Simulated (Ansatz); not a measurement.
## TlBiSe3 (model cell, started as cubic perovskite with Bi in the octahedra): following an unstable mode

Aim: this structure of TlBiSe3 (model cell, started as cubic perovskite with Bi in the octahedra) is to be tested for unstable modes, and one is followed downhill.

Program: Ansatz 0.2.0. Level of theory: DFT PBEsol, scalar-relativistic, plane waves, PAW; PAW set soft_1. Results are calculated unless marked as measured.

The structure was built from a prototype and need not be the compound's stable phase.

## (1) Set-up

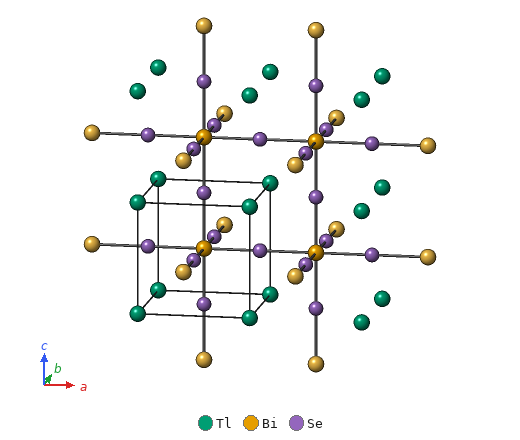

The starting structure, seen slightly off an axis (thallium teal, bismuth orange, selenium purple). 2×1×2 cells are drawn. Some periodic images of atoms are drawn too.

## (2) The dispersion

The cell comes from relaxations at this level that are not shown. Stability and thermal properties need the whole zone. Linear response on a 2×2×2 q mesh gives force constants as far as a supercell of that size would.

input.yaml

```yaml
crystal:
  lattice:
    - [5.4560481392, 0.0, 0.0]
    - [0.0, 5.4560481392, 0.0]
    - [0.0, 0.0, 5.4560481392]
  atoms:
    - { symbol: Tl, position: [0.0, 0.0, 0.0] }
    - { symbol: Bi, position: [0.5, 0.5, 0.5] }
    - { symbol: Se, position: [0.5, 0.5, 0.0] }
    - { symbol: Se, position: [0.5, 0.0, 0.5] }
    - { symbol: Se, position: [0.0, 0.5, 0.5] }
kpoints:
  mp_grid: { grid: [8, 8, 8] }
hamiltonian:
  xc: pbesol
  pseudopotentials: { kind: paw, azcp: { folder: soft_1 }, xc_functional: pbe }
scf:
  occupations: { method: methfessel_paxton, width: 0.2 }
output:
  eigenvalues: true
phonons:
  method: dfpt
  qmesh: [2, 2, 2]
  temperatures: { t_max: 1000, t_step: 50 }
  qpath:
    path:
      - [[0.0, 0.0, 0.0], [0.0, 0.5, 0.0], [0.5, 0.5, 0.0], [0.0, 0.0, 0.0], [0.5, 0.5, 0.5], [0.0, 0.5, 0.0]]
      - [[0.5, 0.5, 0.5], [0.5, 0.5, 0.0]]
    npoints: 10
```

Launch:

```sh
$ ansatz run input.yaml --threads 4 --pin off --max-ram 16384MiB --backend cpu --events-out ev --progress --plain --runs-dir out
```

Numbers of over 12 decimals in the logs are rounded to 6 here.

The log of the run:

```text
Engine: ansatz 0.2.0, aarch64-unknown-linux-gnu
Pseudopotentials: kind: paw
Pseudopotential: Tl, paw, valence charge 13, recommended cutoff 420 eV (normal), soft_1/Tl.paw.azcp
Pseudopotential: Bi, paw, valence charge 15, recommended cutoff 420 eV (normal), soft_1/Bi.paw.azcp
Pseudopotential: Se, paw, valence charge 16, recommended cutoff 420 eV (normal), soft_1/Se.paw.azcp
Functional definition: PBEsol
  exchange = pbesol_x
  correlation = pbesol_c
Crystal: 5 atoms, lattice volume = 162.418 Å³
Basis set: ecut = 420 eV, 3191 PW (Γ), exchange–correlation on 80×80×80 points (8 copies of the dense FFT grid, shifted against one another)
Bands: 46, of which v1, the nominal top of the filled ones, is band 38 counted from 1 (37 counted from 0)
Symmetry: 48 space group operations
k-points: 35 of 512
Non-local potential: Tl, projectors of the file, l = 0: 2, l = 1: 2, l = 2: 2, l = 3: 1
Non-local potential: Bi, projectors of the file, l = 0: 2, l = 1: 2, l = 2: 2, l = 3: 1
Non-local potential: Se, projectors of the file, l = 0: 2, l = 1: 2, l = 2: 3, l = 3: 1
PAW form: soft (Blöchl's): semilocal exchange-correlation on the pseudo side does not see the compensation charge
PAW frozen core: Tl, regenerated for the run's functional, and the local potential with it (the file was generated under x = pbe(κ = 0.804, μ = 0.219515), c = pbe(β = 0.066725))
PAW frozen core: Bi, regenerated for the run's functional, and the local potential with it (the file was generated under x = pbe(κ = 0.804, μ = 0.219515), c = pbe(β = 0.066725))
PAW frozen core: Se, regenerated for the run's functional, and the local potential with it (the file was generated under x = pbe(κ = 0.804, μ = 0.219515), c = pbe(β = 0.066725))
PAW one-centre angular grid: Tl, 590 points (default); XC on 64 Gauss nodes
PAW one-centre angular grid: Bi, 590 points (default); XC on 64 Gauss nodes
PAW one-centre angular grid: Se, 590 points (default); XC on 64 Gauss nodes
Initial density: superposition of atomic densities (chi_scale 0.1, normalization cell, long waves kept (reshape's long-wave potential 0.03 eV rms))
Initial wavefunctions: pseudopotential atomic-orbital guess
Functional: x = pbesol(κ = 0.804, μ = 0.123457), c = pbesol(β = 0.046)
SCF iter   1: F=—  HF=-39814.899649 eV  |F-HF|=—  |Δ(HF+E_count)|=         —  Δρ=2.93e-2  dr2=2.63e0  ethr=3.10e-3  ⟨swp⟩=6.7  Hψ=6346  notcnv=0
preconditioner: auto → LDOS  [metal: Δε(μ)=0.018 eV  Ē_g=11.046 eV  σ=0.200 eV  W_gap=0.08  n_scr=32 (ndim 8)  ℏωp=17.5 eV  f_vac=0.039  D(μ)=5.41/eV (n_scr^D=32)  β→1.0]
SCF iter   2: F=—  HF=-39814.064992 eV  |F-HF|=—  |Δ(HF+E_count)|=   8.35e-1  S|Δr|=    0.00e0  Δρ=1.92e-2  dr2=5.38e-1  ethr=3.10e-3  ⟨swp⟩=3.1  Hψ=2861  notcnv=0  defer=63
SCF iter   3: F=—  HF=-39813.862990 eV  |F-HF|=—  |Δ(HF+E_count)|=   2.02e-1  S|Δr|=    0.00e0  Δρ=4.32e-3  dr2=5.47e-2  ethr=7.07e-4  ⟨swp⟩=3.9  Hψ=3482  notcnv=0  defer=63
SCF iter   4: F=—  HF=-39813.842998 eV  |F-HF|=—  |Δ(HF+E_count)|=   2.00e-2  S|Δr|=    0.00e0  Δρ=9.09e-4  dr2=3.62e-3  ethr=7.20e-5  ⟨swp⟩=2.0  Hψ=2020  notcnv=0  defer=63
SCF iter   5: F=—  HF=-39813.842132 eV  |F-HF|=—  |Δ(HF+E_count)|=   8.66e-4  S|Δr|=    0.00e0  Δρ=1.94e-4  dr2=1.33e-4  ethr=4.77e-6  ⟨swp⟩=2.0  Hψ=2374  notcnv=0  defer=63
SCF iter   6: F=—  HF=-39813.842080 eV  |F-HF|=—  |Δ(HF+E_count)|=   5.18e-5  S|Δr|=    0.00e0  Δρ=5.66e-5  dr2=3.94e-6  ethr=1.75e-7  ⟨swp⟩=2.0  Hψ=2882  notcnv=0  defer=63
SCF iter   7: F=—  HF=-39813.842073 eV  |F-HF|=—  |Δ(HF+E_count)|=   6.61e-6  S|Δr|=    0.00e0  Δρ=1.62e-5  dr2=3.50e-7  ethr=5.18e-9  ⟨swp⟩=2.0  Hψ=2897  notcnv=0  defer=63
SCF iter   8: F=—  HF=-39813.842073 eV  |F-HF|=—  |Δ(HF+E_count)|=   9.94e-9  S|Δr|=    0.00e0  Δρ=4.28e-6  dr2=2.54e-8  ethr=4.61e-10  ⟨swp⟩=2.0  Hψ=2880  notcnv=0  defer=63
SCF iter   9: F=—  HF=-39813.842073 eV  |F-HF|=—  |Δ(HF+E_count)|=   1.35e-8  S|Δr|=    0.00e0  Δρ=9.13e-7  dr2=1.43e-9  ethr=3.34e-11  ⟨swp⟩=2.1  Hψ=2309  notcnv=0  defer=63
SCF iter  10: F=—  HF=-39813.842073 eV  |F-HF|=—  |Δ(HF+E_count)|=  1.02e-10  S|Δr|=    0.00e0  Δρ=2.00e-7  dr2=1.04e-10  ethr=1.88e-12  ⟨swp⟩=2.0  Hψ=2876  notcnv=0  defer=63
SCF iter  11: F=-39813.842073 eV  HF=-39813.842073 eV  |F-HF|=1.46e-11  |Δ(HF+E_count)|=  7.28e-12  S|Δr|=    0.00e0  Δρ=5.24e-8  dr2=8.49e-12  ethr=1.00e-12  ⟨swp⟩=13.3  Hψ=9040  notcnv=0
SCF 1 converged in 11 iterations: F = -39813.842073 eV  dr2 = 8.49e-12
  greatest PAW one-centre occupation: 1.000 electrons in one spin orbital (limit 2), on the Se atom at site 4 (counted from 0), in its partial waves of l = 2
Initial density: read from a saved state, or passed on in memory by an earlier SCF of this step, an earlier step, the calling program or the single point that the run made first
iter 1 solved again at ethr=1.46e-7 eV; its pass at ethr=3.10e-3 eV (dr2=1.11e-4 eV) is discarded
SCF iter   1: F=—  HF=-39813.842076 eV  |F-HF|=—  |Δ(HF+E_count)|=         —  Δρ=5.92e-7  dr2=5.70e-10  ethr=1.46e-7  ⟨swp⟩=3.0  Hψ=10363  notcnv=0
eigensolver tolerance schedule: the retry pair's looser diagonalisation over-reported the residual by 195308.80 of it (diagonalisation noise at an unbounded share of the residual, at the tolerance the schedule requests for it); recorded, not acted on — ethr = c·dr2/N_el stays at c = 1.0e-1
preconditioner: auto → LDOS  [metal: Δε(μ)=0.012 eV  Ē_g=10.518 eV  σ=0.200 eV  W_gap=0.05  n_scr=32 (ndim 8)  ℏωp=17.5 eV  f_vac=0.042  D(μ)=6.78/eV (n_scr^D=56)  β→1.0]
SCF iter   2: F=—  HF=-39813.842073 eV  |F-HF|=—  |Δ(HF+E_count)|=   3.30e-6  S|Δr|=    0.00e0  Δρ=7.25e-7  dr2=5.26e-10  ethr=1.00e-12  ⟨swp⟩=4.0  Hψ=4504  notcnv=0
SCF iter   3: F=—  HF=-39813.842073 eV  |F-HF|=—  |Δ(HF+E_count)|=  3.13e-10  S|Δr|=    0.00e0  Δρ=2.58e-7  dr2=9.22e-11  ethr=1.00e-12  ⟨swp⟩=2.0  Hψ=2097  notcnv=0
SCF iter   4: F=—  HF=-39813.842073 eV  |F-HF|=—  |Δ(HF+E_count)|=  7.28e-12  S|Δr|=    0.00e0  Δρ=1.68e-7  dr2=3.85e-11  ethr=1.00e-12  ⟨swp⟩=1.0  Hψ=1610  notcnv=0
SCF iter   5: F=—  HF=-39813.842073 eV  |F-HF|=—  |Δ(HF+E_count)|=  1.46e-11  S|Δr|=    0.00e0  Δρ=1.06e-7  dr2=1.60e-11  ethr=1.00e-12  ⟨swp⟩=1.0  Hψ=1610  notcnv=0
SCF iter   6: F=-39813.842073 eV  HF=-39813.842073 eV  |F-HF|=7.28e-12  |Δ(HF+E_count)|=  1.46e-11  S|Δr|=    0.00e0  Δρ=6.24e-8  dr2=5.61e-12  ethr=1.00e-12  ⟨swp⟩=3.3  Hψ=3687  notcnv=0
SCF 2 converged in 6 iterations: F = -39813.842073 eV  dr2 = 5.61e-12
phonons: the bands overlap, so this run is a metal and interpolates without the dipole-dipole term. If the crystal is really an insulator or semiconductor, its LO-TO splitting is missing
NSCF: frozen V_eff on 35 k-points
WARN: eigensolver did not converge (k=10): 1 band(s) unlocked after 20 sweeps at ethr=1.17e-12 eV (storage-precision floor; scheduled 1.00e-12 eV) (lowest unlocked band 45, counted from 0; max residual 8.23e-6 eV among the unlocked bands, 8.23e-6 eV over every band; other slots of this pass that fall short are told together in one closing line; warning suppressed until the next SCF loop or pass starts)
WARN: eigensolver did not converge in 17 slots of this pass, the one above among them; of largest residual over every band (k=30): 1 band(s) unlocked (lowest unlocked band 45, counted from 0; max residual 5.27e-3 eV among the unlocked bands, 5.27e-3 eV over every band); of lowest unlocked band (k=10): band 45
NSCF: frozen V_eff on 125 k-points
DFPT response loops at q = (0, 0, 0) (fractional): preconditioner auto → Kerker (q_TF=auto, 2.404 Å⁻¹) (partly filled bands, converged f_vac=0.042); β = 1.00, the filter's whole step (`scf.mixing.beta` (0.50) is not read by the response loops under this deck's `scf.mixing.preconditioner`; to damp them name `kerker` or `kerker_dos`, under which they read `scf.mixing.beta`, and type it under 1.00, their step now; both keys bind the ground state too); Broyden in place of MSR1
NSCF: frozen V_eff on 250 k-points
DFPT response loops at q = (0, 0, -0.5) (fractional): mixed as the last ones told, above
NSCF: frozen V_eff on 250 k-points
DFPT response loops at q = (0, -0.5, -0.5) (fractional): mixed as the last ones told, above
NSCF: frozen V_eff on 250 k-points
DFPT response loops at q = (-0.5, -0.5, -0.5) (fractional): mixed as the last ones told, above
SCF converged after 11 iterations
Stability not checked: this state was not tested for a lower state beside it, because cold or Methfessel-Paxton smearing, or corrected tetrahedra, fill the levels in a way that the test cannot read (fill_not_monotonic; see scf.lower_state_search)
Free energy (F): -39813.842073 eV
Harris-Foulkes:  -39813.842073 eV  (|F-HF|=1.46e-11)
Internal energy: -39813.828238 eV  (E = F + TS)
E sigma→0 (E₀):  -39813.838614 eV
Entropy (-TS):   -0.013835 eV (-2.767 meV/atom)
Fermi energy:    5.802281 eV
--- Per-component energies (eV) ---
  E_band       = -1421.513625
  E_kinetic    = 847.845913
  E_local      = -11403.064687  (includes V_loc(G=0)·N_el)
  E_nonlocal   = -327.577105
  E_hartree    = 5543.365983
  E_xc         = -585.888701
  E_vxc        = -521.326946  (∫ρ·V_xc dr)
  E_paw        = -26805.946878  (= ΣΔE_a)
  E_vpaw       = -1104.121915  (= ΣTr[D̂ρ^β])
  E_aug_tail   = -0.000949  (compensation charges beyond the density's cutoff)
  E_ewald      = -7085.715296
  E_core_change = 3.153482  (= ΣΔE_core)
  E_smearing   = -0.013835  (= −TS)
  E_closure    = 0.000000  (closes the sum)
  Σ components = -39813.842073   (vs F -39813.842073, Δ=0.00e0)
--- Band table (eV; the first three rows and the last of 35) ---
  k-point 0: bands = [... 34 lower, 5.0974, 5.0974, 5.2631, 5.2631, 5.2631, 10.6258, 10.6258, 10.6258, ... 4 higher]
  k-point 1: bands = [... 34 lower, 5.0508, 5.2225, 5.2236, 5.2414, 5.2414, 10.0550, 10.4432, 10.4432, ... 4 higher]
  k-point 2: bands = [... 34 lower, 4.8731, 5.1287, 5.2607, 5.2607, 5.5371, 9.1573, 10.1589, 10.1589, ... 4 higher]
  k-point 34: bands = [... 34 lower, 5.0092, 6.2716, 6.2716, 6.2716, 6.9253, 6.9253, 6.9253, 7.5649, ... 4 higher]
--- Phonons (Γ-DFPT): 4 representative perturbations + reference (Σ response iterations 12) ---
  ASR residual: 9.245e-5 → 0.000e0 eV/Å²; symmetrization residual: 9.279e-5 eV/Å²
  ASR residual per site (eV/Å²): 5.98e-5 6.51e-5 9.24e-5 9.24e-5 9.24e-5
  Γ frequencies (cm⁻¹): -72.20 -72.20 -72.20 -66.98 -66.98 -66.98 -23.87 -23.87 -23.87 0.00 0.00 0.00 149.78 149.78 149.78
--- Phonons (arbitrary-q DFPT): 4 irreducible q on the 2×2×2 mesh ---
  q = [0.0000, 0.0000, 0.0000] (star 1, of the zone-centre solve; hermiticity 3.73e-5, symmetrization 3.88e-11): -72.20 -72.20 -72.20 -66.98 -66.98 -66.98 -23.87 -23.87 -23.87 -0.00 0.00 0.00 149.78 149.78 149.78
  q = [0.0000, 0.0000, -0.5000] (star 3, 9 solved perturbations in 975 linear systems a pass and spin channel, the states on 125 of 512 k-point pairs; hermiticity 8.98e-6, symmetrization 1.09e-11): -85.11 -80.39 -74.75 -74.75 -63.11 -63.11 -21.30 -21.30 -20.50 3.50 3.50 107.14 149.17 149.17 173.63
  q = [0.0000, -0.5000, -0.5000] (star 3, 9 solved perturbations in 975 linear systems a pass and spin channel, the states on 125 of 512 k-point pairs; hermiticity 3.77e-6, symmetrization 1.04e-11): -88.93 -88.93 -67.05 -67.05 -63.78 -52.88 -22.67 -19.30 -19.30 8.73 106.20 106.20 149.22 170.23 174.49
  q = [-0.5000, -0.5000, -0.5000] (star 1, 4 solved perturbations in 350 linear systems a pass and spin channel, the states on 125 of 512 k-point pairs; hermiticity 1.53e-7, symmetrization 3.14e-11): -81.73 -81.73 -81.73 -53.94 -53.94 -53.94 -15.10 -15.10 -15.10 105.13 105.13 105.13 176.06 177.94 177.94
  sum rule: each row above includes the acoustic sum rule's correction from the zone centre's row sums; it moved no ω² by more than (0.56 cm⁻¹)²
  mesh force constants: q→R imaginary residual 1.62e-18; ASR residual 9.245e-5 → 0.000e0 eV/Å²; symmetrization residual 8.882e-15 eV/Å²
  interpolated dispersion: 62 rows × 15 modes
  density of states and harmonic sums: on the 12×12×12 q-mesh, interpolated from the force constants of a 2×2×2 supercell (no non-analytic term)
  largest difference from the sums on the solved wave vectors: F 1.42e-1 eV, S 1.72e-4 and C_V 1.60e-5 eV/K
  zero-point energy: 0.042564 eV/cell   skipped modes (ω ≤ 0): 781, of them read as no rigid motion or as one in doubt: 778 (9.188e0 modes/cell left out, lowest -88.93 cm⁻¹)   left out of the sums: 6.13e-1 of the cell's modes: C_V's classical limit lies that fraction below 3 k_B per atom; for a crystal, a wire or a layer, F and S can be off by more, and a phonons.interpolated_qmesh denser along its periods is the remedy for the sampling
```

Wall time 8.8 min (4 threads of Arm Neoverse V2, shared host); peak memory 2.4 GiB; 34 min of CPU time.

Reading the cycles: dr2 is the Hartree energy of the density residual (eV), the measure of convergence; HF is the Harris–Foulkes estimate of the energy, which meets the free energy F at convergence.

This step gave:

```yaml
volume_per_atom: 32.48 Å³
gap_on_the_k_mesh: 0 eV
sum_rule_residual_before_enforcement: 9.24e-5 eV/Å²
lowest_frequency_on_the_path: -88.93 cm⁻¹
point_group: m-3m
highest_frequency: 177.9 cm⁻¹
highest_optical_zone_centre_mode_no_lo_to_term: 149.8 cm⁻¹
lowest_optical_zone_centre_mode: -72.2 cm⁻¹
lowest_mode_on_the_q_mesh_acoustic_ones_at_the_zone_centre_apart: -88.93 cm⁻¹
```

Frequencies (cm⁻¹) solved at each irreducible wavevector; negative means imaginary. Frequencies by wavevector, by row:

| q in reciprocal lattice units | star | mode 1 | mode 2 | mode 3 | mode 4 | mode 13 | mode 14 | mode 15 |
| --- | --- | --- | --- | --- | --- | --- | --- | --- |
| 0 0 0 | 1 | -72.2 | -72.2 | -72.2 | -67 | 149.8 | 149.8 | 149.8 |
| 0 0 -0.5 | 3 | -85.1 | -80.4 | -74.8 | -74.8 | 149.2 | 149.2 | 173.6 |
| 0 -0.5 -0.5 | 3 | -88.9 | -88.9 | -67 | -67 | 149.2 | 170.2 | 174.5 |
| -0.5 -0.5 -0.5 | 1 | -81.7 | -81.7 | -81.7 | -53.9 | 176.1 | 177.9 | 177.9 |

Interpolated from a 2×2×2 q mesh. Phonon branches along the path, in cm⁻¹:

| point | branch 1 | branch 2 | branch 3 | branch 4 | branch 12 | branch 13 | branch 14 | branch 15 |
| --- | --- | --- | --- | --- | --- | --- | --- | --- |
| Γ | -72 | -72 | -72 | -67 | 0 | 150 | 150 | 150 |
| X | -85 | -80 | -75 | -75 | 107 | 149 | 149 | 174 |
| M | -89 | -89 | -67 | -67 | 106 | 149 | 170 | 174 |
| Γ | -72 | -72 | -72 | -67 | 0 | 150 | 150 | 150 |
| R | -82 | -82 | -82 | -54 | 105 | 176 | 178 | 178 |
| X | -85 | -80 | -75 | -75 | 107 | 149 | 149 | 174 |
| jump to R | -82 | -82 | -82 | -54 | 105 | 176 | 178 | 178 |
| M | -89 | -89 | -67 | -67 | 106 | 149 | 170 | 174 |

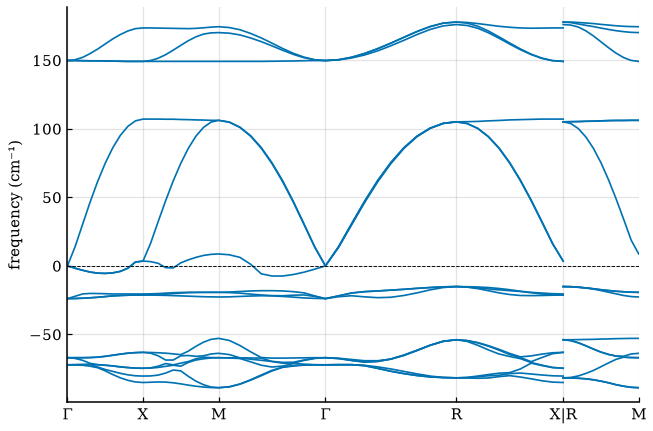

Phonon branches along the path.

Symmetry leaves 4 wavevectors to solve. The lowest mode among them, the acoustic zeros apart, lies at q = (0, -0.5, -0.5) and is imaginary, 88.9i cm⁻¹, so the energy falls along it.

## (3) The mode frozen in, largest atomic shift 0 Å

The mode followed lies at q = (0, 0, -0.5) with frequency 85.1i cm⁻¹, one of the unstable modes though not the softest. At small amplitude the distorted cell has space group no. 131 by a symmetry search on the positions. The undistorted cell that holds it gives the zero of energy on the same k mesh.

System of this step: TlBiSe3 (model cell, started as cubic perovskite with Bi in the octahedra). It takes space group Pm-3m (No. 221, cubic). Conventional cell: a = 5.456 Å, b = 5.456 Å, c = 5.456 Å, α = 90.00°, β = 90.00°, γ = 90.00°. Tl has 12 Se at 3.86 Å nearest. Nearest to Bi lie 6 Se at 2.73 Å. Se has 2 Bi at 2.73 Å nearest. Se has 2 Bi at 2.73 Å nearest. Farther neighbours and most contacts between anions are not listed.

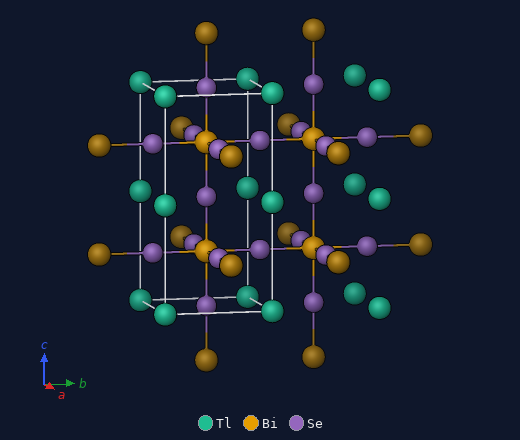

The cell of this step (thallium teal, bismuth orange, selenium purple). 1×2×1 cells are drawn. Some periodic images of atoms are drawn too.

input.yaml

```yaml
crystal:
  lattice:
    - [5.4560481392, 0.0, 0.0]
    - [0.0, 5.4560481392, 0.0]
    - [0.0, 0.0, 10.9120962784]
  atoms:
    - { symbol: Tl, position: [0.0, 0.0, 0.0] }
    - { symbol: Tl, position: [0.0, 0.0, 0.5] }
    - { symbol: Bi, position: [0.5, 0.5, 0.25] }
    - { symbol: Bi, position: [0.5, 0.5, 0.75] }
    - { symbol: Se, position: [0.5, 0.5, 0.0] }
    - { symbol: Se, position: [0.5, 0.5, 0.5] }
    - { symbol: Se, position: [0.5, 0.0, 0.25] }
    - { symbol: Se, position: [0.5, 0.0, 0.75] }
    - { symbol: Se, position: [0.0, 0.5, 0.25] }
    - { symbol: Se, position: [0.0, 0.5, 0.75] }
kpoints:
  mp_grid: { grid: [8, 8, 4] }
hamiltonian:
  xc: pbesol
  pseudopotentials: { kind: paw, azcp: { folder: soft_1 }, xc_functional: pbe }
scf:
  occupations: { method: methfessel_paxton, width: 0.2 }
output:
  forces: true
  stress: true
  eigenvalues: true
```

The log of the run:

```text
[...]
Crystal: 10 atoms, lattice volume = 324.836 Å³
Basis set: ecut = 420 eV, 6369 PW (Γ), exchange–correlation on 80×80×150 points (8 copies of the dense FFT grid, shifted against one another)
Bands: 92, of which v1, the nominal top of the filled ones, is band 76 counted from 1 (75 counted from 0)
Symmetry: 32 space group operations
[...]
k-points: 45 of 256
[...]
k-point 0: bands = [... 72 lower, 5.2632, 5.2632, 5.2632, 5.3240, 5.3240, 5.7994, 8.4564, 8.5013, ... 12 higher]
  k-point 1: bands = [... 72 lower, 5.2237, 5.2415, 5.2415, 5.3040, 5.3040, 5.8273, 8.4531, 9.5243, ... 12 higher]
  k-point 2: bands = [... 72 lower, 5.2607, 5.2607, 5.2607, 5.2607, 5.5371, 5.5371, 9.1574, 9.1574, ... 12 higher]
  k-point 44: bands = [... 72 lower, 5.5422, 5.5422, 6.2707, 6.2707, 6.7410, 6.7410, 7.4252, 7.4252, ... 12 higher]
[key lines of the parts left out:]
SCF converged after 8 iterations
Free energy (F): -79627.684146 eV
Fermi energy:    5.802353 eV
P = ⅓ Tr σ = 0.0087 GPa (0.087 kbar)
```

Run time: 16 s. Hardware: 4 threads; peak memory 1.4 GiB.

Numbers from this step:

- pressure: 0.008734 GPa
- energy from the undistorted cell: 0 meV/atom

The run ends at a pressure of 0.01 GPa.

[end of part 1 of 3]

[Logs are printed without paths, hosts, clocks, repeated set-up lines and the standing remarks that a program may print on its own settings, such as how far it seeks lower states.]

[Hosts, paths, dates, database ids (printed as entryN), source tags and the programs' standing remarks are cut or masked in the printed files.]
